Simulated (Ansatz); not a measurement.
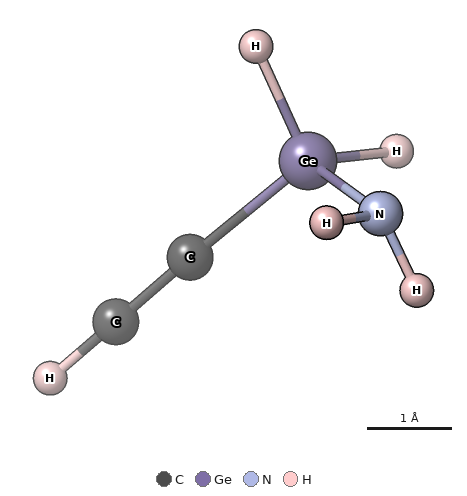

**Figure 1.** The starting structure (ball-and-stick view, seen at a tilt). Sticks mark near contacts.

**Geometry relaxation of C$_{2}$H$_{5}$GeN**

C$_{2}$H$_{5}$GeN, SMILES C#[C][GeH2][NH2], computed with RKS PBE0-D4/def2-TZVP (Ansatz 0.2.0).

The geometry: PBE-D4/def2-SVP start.

## What the program printed
```
Functional definition: PBE0
  name "PBE0"
  cite "Adamo & Barone, J. Chem. Phys. 110, 6158 (1999) doi:10.1063/1.478522"
  cite "Perdew, Burke & Ernzerhof, Phys. Rev. Lett. 77, 3865 (1996) doi:10.1103/PhysRevLett.77.3865"
  parent pbe
  parameter a = 0.25
  parameter kappa = 0.804
  parameter beta = 0.06672455060314922
  exchange = (1 - a)*pbe_x(kappa = kappa, mu = beta*pi^2/3) + a*exact_x
  correlation = pbe_c(beta = beta)
1136 factors; their error is unknown
mean field evaluation 1: about -60141.9305 eV, gradient 7.0e1 eV
mean field evaluation 2: about -60132.9445 eV, gradient 9.2e1 eV
mean field evaluation 4: about -60151.4398 eV, gradient 6.0e0 eV
mean field evaluation 8: about -60151.5260 eV, gradient 1.7e-1 eV
mean field evaluation 16: about -60151.7990 eV, gradient 1.5e-4 eV
mean field -60151.79903056 eV, -2210.5378420193 hartree, gradient 2.2e-5 eV, S^2 0.000000; 0 other end points of the search recorded, 0 dependent functions left out
the calculation of the forces begins
reference -60151.79906168 eV, -2210.5378431629 hartree; 28, 28 occupied and 143, 143 virtual orbitals, 1136 factors
relax step   1: F+E_penalty+E_count = -60151.93461063 eV  Δ(F+E_penalty+E_count) = +0.000e0 eV  max|allowed force component| = 1.829e0 eV/Å  Δτ_max = 0.0000 Å  (29 SCF iters, accepted)
these checks for a lower state are left out or cut short: starts, cluster_reference, orbital_swaps, neighbouring_geometries, increment
1136 factors; their error is unknown
mean field -60151.84627852 eV, -2210.5395783497 hartree, gradient 8.3e-6 eV, S^2 0.000000; 0 other end points of the search recorded, 0 dependent functions left out
the calculation of the forces begins
reference -60151.84630952 eV, -2210.5395794891 hartree; 28, 28 occupied and 143, 143 virtual orbitals, 1136 factors
relax step   2: F+E_penalty+E_count = -60151.98295882 eV  Δ(F+E_penalty+E_count) = -4.835e-2 eV  max|allowed force component| = 2.042e-1 eV/Å  Δτ_max = 0.0460 Å  (34 SCF iters, accepted)
these checks for a lower state are left out or cut short: starts, cluster_reference, orbital_swaps, neighbouring_geometries, increment
1136 factors; their error is unknown
mean field evaluation 32: about -60151.8485 eV, gradient 2.3e-5 eV
mean field -60151.84851206 eV, -2210.5396604310 hartree, gradient 2.3e-5 eV, S^2 0.000000; 0 other end points of the search recorded, 0 dependent functions left out
the calculation of the forces begins
reference -60151.84854308 eV, -2210.5396615707 hartree; 28, 28 occupied and 143, 143 virtual orbitals, 1136 factors
relax step   3: F+E_penalty+E_count = -60151.98533001 eV  Δ(F+E_penalty+E_count) = -2.371e-3 eV  max|allowed force component| = 8.122e-2 eV/Å  Δτ_max = 0.0065 Å  (33 SCF iters, accepted)
these checks for a lower state are left out or cut short: starts, cluster_reference, orbital_swaps, neighbouring_geometries, increment
1136 factors; their error is unknown
mean field -60151.84858201 eV, -2210.5396630016 hartree, gradient 2.4e-5 eV, S^2 0.000000; 0 other end points of the search recorded, 0 dependent functions left out
the calculation of the forces begins
reference -60151.84861315 eV, -2210.5396641459 hartree; 28, 28 occupied and 143, 143 virtual orbitals, 1136 factors
relax step   4: F+E_penalty+E_count = -60151.98537463 eV  Δ(F+E_penalty+E_count) = -4.462e-5 eV  max|allowed force component| = 1.187e-1 eV/Å  Δτ_max = 0.0309 Å  (31 SCF iters, accepted)
these checks for a lower state are left out or cut short: starts, cluster_reference, orbital_swaps, neighbouring_geometries, increment
1136 factors; their error is unknown
mean field -60151.84950592 eV, -2210.5396969546 hartree, gradient 2.2e-5 eV, S^2 0.000000; 0 other end points of the search recorded, 0 dependent functions left out
the calculation of the forces begins
reference -60151.84953700 eV, -2210.5396980968 hartree; 28, 28 occupied and 143, 143 virtual orbitals, 1136 factors
relax step   5: F+E_penalty+E_count = -60151.98627852 eV  Δ(F+E_penalty+E_count) = -9.039e-4 eV  max|allowed force component| = 2.946e-2 eV/Å  Δτ_max = 0.0096 Å  (33 SCF iters, accepted)
these checks for a lower state are left out or cut short: starts, cluster_reference, orbital_swaps, neighbouring_geometries, increment
1136 factors; their error is unknown
mean field -60151.84960522 eV, -2210.5397006037 hartree, gradient 2.3e-5 eV, S^2 0.000000; 0 other end points of the search recorded, 0 dependent functions left out
the calculation of the forces begins
reference -60151.84963629 eV, -2210.5397017455 hartree; 28, 28 occupied and 143, 143 virtual orbitals, 1136 factors
relax step   6: F+E_penalty+E_count = -60151.98633464 eV  Δ(F+E_penalty+E_count) = -5.612e-5 eV  max|allowed force component| = 5.793e-3 eV/Å  Δτ_max = 0.0079 Å  (33 SCF iters, accepted)
these checks for a lower state are left out or cut short: starts, cluster_reference, orbital_swaps, neighbouring_geometries, increment
1136 factors; their error is unknown
mean field -60151.84961094 eV, -2210.5397008140 hartree, gradient 2.2e-5 eV, S^2 0.000000; 0 other end points of the search recorded, 0 dependent functions left out
the calculation of the forces begins
reference -60151.84964201 eV, -2210.5397019558 hartree; 28, 28 occupied and 143, 143 virtual orbitals, 1136 factors
relax step   7: F+E_penalty+E_count = -60151.98633748 eV  Δ(F+E_penalty+E_count) = -2.838e-6 eV  max|allowed force component| = 5.706e-4 eV/Å  Δτ_max = 0.0011 Å  (34 SCF iters, accepted)
1136 factors; their error is unknown
mean field evaluation 64: about -60151.8496 eV, gradient 1.3e-4 eV
```

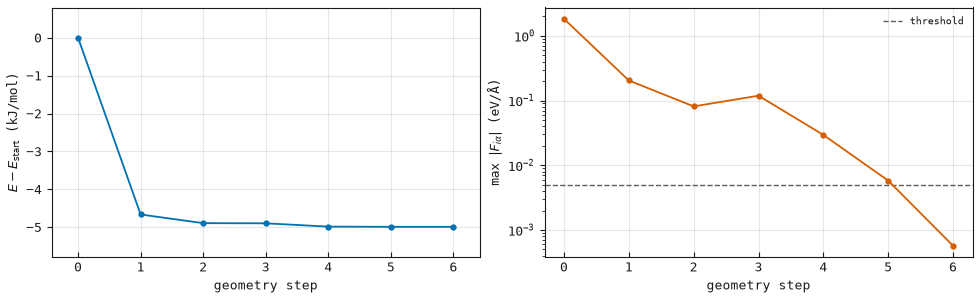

**Figure 2.** Progress of the relaxation, step by step (the first geometry is step 0 here and step 1 in the log).

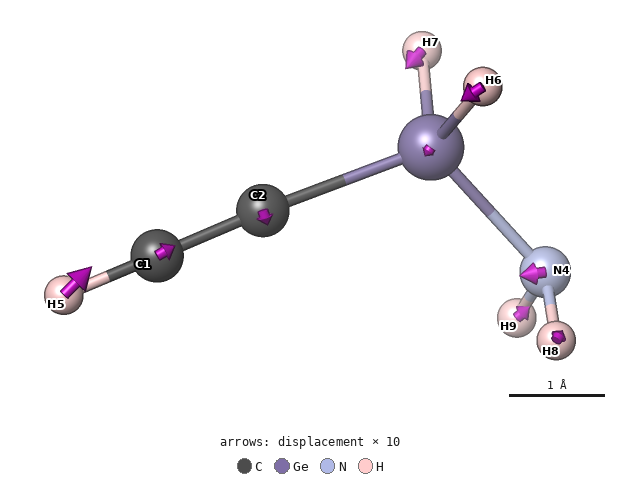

**Figure 3.** The starting structure with the displacements as pink arrows, magnified 10 times (ball-and-stick view, seen at a tilt). The two geometries are laid on each other by the best rigid fit. After 6 geometry steps the energy has fallen by 4.99 kJ/mol. The largest force component goes from 1.8 to 0.00057 eV/Å. The atom that moves furthest after the best rigid fit is H5 (0.043 Å). Largest moves by element: H 0.043 Å, N 0.029 Å, C 0.023 Å, Ge 0.012 Å. Distances before and after: C1–C2 1.229 → 1.206 Å, Ge3–N4 1.854 → 1.834 Å, C1–H5 1.083 → 1.066 Å, N4–H8 1.028 → 1.011 Å. (Atoms are counted from 1 in the order of the input.)

```
mean field -60151.84961094 eV, -2210.5397008140 hartree, gradient 2.2e-5 eV, S^2 0.000000; 1 other end points of the search recorded, 0 dependent functions left out
the calculation of the forces begins
reference -60151.84964201 eV, -2210.5397019558 hartree; 28, 28 occupied and 143, 143 virtual orbitals, 1136 factors
Total energy: -60151.98636855 eV, -2210.5447265635 hartree
Atom 0 at    -0.021052     1.135381    -2.158224 Å, force     0.000128     0.000160    -0.000103 eV/Å
Atom 1 at     0.247091     0.688245    -1.070476 Å, force     0.000029    -0.000146     0.000237 eV/Å
Atom 2 at     0.633408    -0.041815     0.656602 Å, force     0.000466     0.000500    -0.000571 eV/Å
Atom 3 at    -0.723529    -1.084635     1.317193 Å, force    -0.000548    -0.000313     0.000159 eV/Å
Atom 4 at    -0.255048     1.532096    -3.119591 Å, force    -0.000014    -0.000053     0.000087 eV/Å
Atom 5 at     0.838257     1.127079     1.625860 Å, force    -0.000111    -0.000154    -0.000067 eV/Å
Atom 6 at     1.879201    -0.924223     0.525859 Å, force    -0.000178     0.000026     0.000032 eV/Å
Atom 7 at    -1.589019    -0.580511     1.456166 Å, force    -0.000019     0.000230     0.000232 eV/Å
Atom 8 at    -0.920609    -1.897916     0.749511 Å, force     0.000247    -0.000250    -0.000008 eV/Å
Dipole moment:    -0.173451    -0.002374    -0.159643 e Å
```

## Trajectory as extended XYZ (Å, eV, eV/Å), 7 frames, from step=1 to step=7
```
9
Properties=species:S:1:pos:R:3:forces:R:3 step=1 energy=-60151.93461
C    -0.0288    1.1419   -2.1787    0.3997  -0.5880   1.4791
C     0.2625    0.6964   -1.0705   -0.5346   0.7064  -1.8286
Ge    0.6415   -0.0423    0.6652   -0.0160  -0.0877   0.1504
N    -0.7231   -1.0989    1.3425   -0.4348   0.0477  -0.4968
H    -0.2791    1.5376   -3.1548    0.1463  -0.2214   0.5519
H     0.8472    1.1288    1.6535   -0.0354  -0.1645  -0.1731
H     1.8970   -0.9365    0.5446   -0.1928   0.1446  -0.0069
H    -1.5998   -0.5733    1.4489    0.5356  -0.3178  -0.0539
H    -0.9285   -1.9000    0.7323    0.1320   0.4807   0.3780
9
Properties=species:S:1:pos:R:3:forces:R:3 step=2 energy=-60151.98296
C    -0.0301    1.1257   -2.1495   -0.0230   0.0644  -0.1403
C     0.2574    0.6894   -1.0622   -0.0155  -0.0309   0.0413
Ge    0.6443   -0.0415    0.6665   -0.0813  -0.0513   0.0191
N    -0.7239   -1.0892    1.3240   -0.1165   0.0514  -0.2042
H    -0.2785    1.5163   -3.1140    0.0358  -0.0563   0.1387
H     0.8451    1.1285    1.6372    0.0043  -0.0263  -0.0105
H     1.8894   -0.9269    0.5339   -0.0182   0.0176   0.0133
H    -1.5902   -0.5674    1.4277    0.1582  -0.0854   0.0167
H    -0.9249   -1.8813    0.7193    0.0562   0.1169   0.1259
9
Properties=species:S:1:pos:R:3:forces:R:3 step=3 energy=-60151.98533
C    -0.0300    1.1266   -2.1509    0.0060   0.0171  -0.0248
C     0.2540    0.6886   -1.0639   -0.0023  -0.0244   0.0419
Ge    0.6411   -0.0413    0.6630   -0.0296  -0.0272   0.0231
N    -0.7236   -1.0858    1.3184   -0.0045   0.0414  -0.0812
H    -0.2744    1.5174   -3.1118   -0.0042   0.0031  -0.0101
H     0.8455    1.1240    1.6358   -0.0007   0.0088   0.0016
H     1.8861   -0.9246    0.5363    0.0057  -0.0044  -0.0053
H    -1.5872   -0.5698    1.4311    0.0123  -0.0028   0.0297
H    -0.9228   -1.8814    0.7248    0.0172  -0.0117   0.0251
9
Properties=species:S:1:pos:R:3:forces:R:3 step=4 energy=-60151.98537
C    -0.0217    1.1341   -2.1566    0.0018   0.0047  -0.0068
C     0.2549    0.6916   -1.0691    0.0105  -0.0002   0.0102
Ge    0.6407   -0.0392    0.6586   -0.1187  -0.0452  -0.0266
N    -0.7269   -1.0802    1.3057    0.0540   0.0040   0.0408
H    -0.2633    1.5267   -3.1178    0.0016  -0.0003   0.0022
H     0.8416    1.1287    1.6290    0.0029  -0.0026   0.0092
H     1.8838   -0.9244    0.5276    0.0031  -0.0040   0.0089
H    -1.5940   -0.5837    1.4561    0.0107   0.0452  -0.0067
H    -0.9263   -1.8998    0.7494    0.0341  -0.0015  -0.0312
9
Properties=species:S:1:pos:R:3:forces:R:3 step=5 energy=-60151.98628
C    -0.0229    1.1336   -2.1569    0.0060   0.0032   0.0003
C     0.2526    0.6905   -1.0693   -0.0096  -0.0055   0.0007
Ge    0.6356   -0.0412    0.6577    0.0104   0.0069  -0.0031
N    -0.7233   -1.0831    1.3141   -0.0295  -0.0149  -0.0012
H    -0.2621    1.5274   -3.1181    0.0000   0.0011  -0.0020
H     0.8388    1.1256    1.6295    0.0026   0.0037   0.0003
H     1.8800   -0.9255    0.5292    0.0043   0.0004  -0.0014
H    -1.5888   -0.5783    1.4521    0.0095  -0.0012   0.0011
H    -0.9212   -1.8951    0.7445    0.0062   0.0064   0.0054
9
Properties=species:S:1:pos:R:3:forces:R:3 step=6 energy=-60151.98634
C    -0.0213    1.1352   -2.1581   -0.0014   0.0007  -0.0026
C     0.2469    0.6881   -1.0704    0.0039  -0.0011   0.0058
Ge    0.6338   -0.0417    0.6568   -0.0048  -0.0018  -0.0012
N    -0.7236   -1.0846    1.3170    0.0053   0.0028  -0.0002
H    -0.2556    1.5316   -3.1195    0.0002   0.0002   0.0000
H     0.8383    1.1269    1.6265    0.0005   0.0000  -0.0012
H     1.8794   -0.9244    0.5263   -0.0001   0.0011  -0.0005
H    -1.5888   -0.5800    1.4557   -0.0018  -0.0009   0.0000
H    -0.9205   -1.8974    0.7486   -0.0018  -0.0009   0.0000
9
Properties=species:S:1:pos:R:3:forces:R:3 step=7 energy=-60151.98634
C    -0.0211    1.1354   -2.1582    0.0001   0.0002  -0.0001
C     0.2471    0.6882   -1.0705    0.0000  -0.0001   0.0002
Ge    0.6334   -0.0418    0.6566    0.0005   0.0005  -0.0006
N    -0.7235   -1.0846    1.3172   -0.0005  -0.0003   0.0002
H    -0.2550    1.5321   -3.1196    0.0000  -0.0001   0.0001
H     0.8383    1.1271    1.6259   -0.0001  -0.0002  -0.0001
H     1.8792   -0.9242    0.5259   -0.0002   0.0000   0.0000
H    -1.5890   -0.5805    1.4562    0.0000   0.0002   0.0002
H    -0.9206   -1.8979    0.7495    0.0002  -0.0003   0.0000
```

The run was set up as follows.

## The input
```yaml
crystal:
  periodic: [false, false, false]
  atoms:
    - {symbol: C, position_ang: [-0.028802, 1.141870, -2.178741]}
    - {symbol: C, position_ang: [0.262458, 0.696445, -1.070494]}
    - {symbol: Ge, position_ang: [0.641480, -0.042266, 0.665185]}
    - {symbol: N, position_ang: [-0.723131, -1.098920, 1.342453]}
    - {symbol: H, position_ang: [-0.279142, 1.537573, -3.154773]}
    - {symbol: H, position_ang: [0.847165, 1.128826, 1.653476]}
    - {symbol: H, position_ang: [1.896952, -0.936495, 0.544602]}
    - {symbol: H, position_ang: [-1.599816, -0.573312, 1.448874]}
    - {symbol: H, position_ang: [-0.928463, -1.900022, 0.732318]}
basis:
  gaussian: {orbitals: def2-TZVP}
hamiltonian: {xc: pbe0, dispersion: d4}
relax: {f_tol: 0.005, max_steps: 150}
```

Command:
```bash
ansatz run in.yaml --threads 2 --pin off --events-out ev --progress --plain --max-ram 4352MiB
```

## Summary

| quantity | value |
| --- | --- |
| outcome | converged |
| total energy | −60151.9864 eV |
| mean-field energy | −60151.8496 eV |
| dispersion energy | −0.1367 eV |
| SCF solution under orbital rotations | stable |
| largest force (length of the vector) at the end | 0.001 eV/Å |
| dipole moment | 1.13 D |
| hardware | 2 threads of Arm Neoverse V2, 23 GiB of memory available, shared host |
| wall time | 27 s (CPU time 52 s) |
| peak memory | 0.39 GiB |
